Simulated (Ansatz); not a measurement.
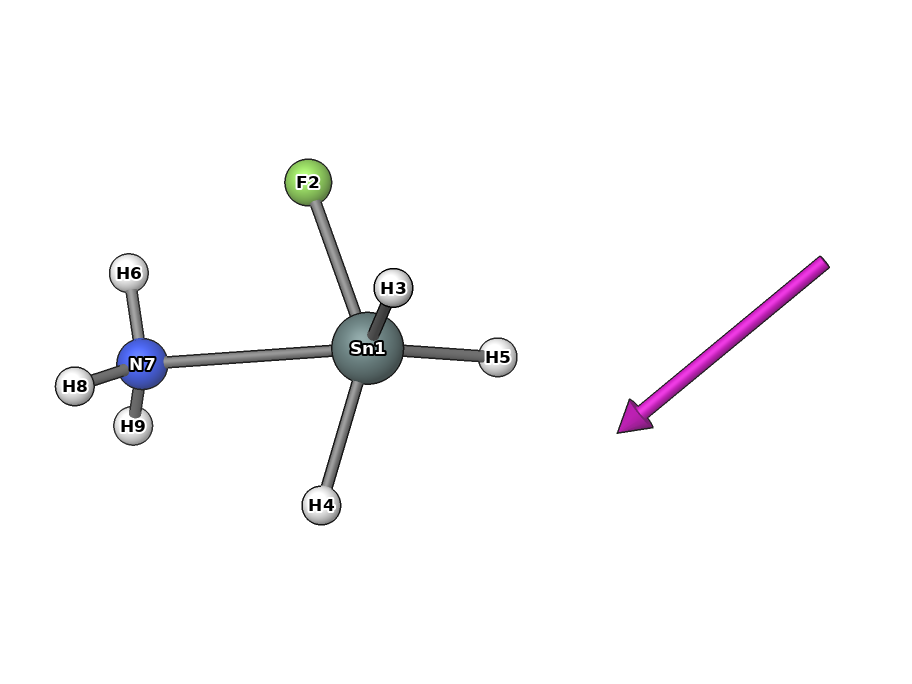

The arrow beside the molecule shows the direction of the dipole moment, from the negative to the positive end (its length means nothing). The computed geometry is a stationary point of PBE0-D4/def2-TZVP, a saddle point of order 1. Method: RKS PBE0-D4/def2-TZVP, core potentials on Sn (Ansatz 0.2.0).

Question: How large is the dipole moment?

Answer: 4.01 D; it points from the side of H3, H5 to the side of H8, H9 (the outermost atoms at the two ends).
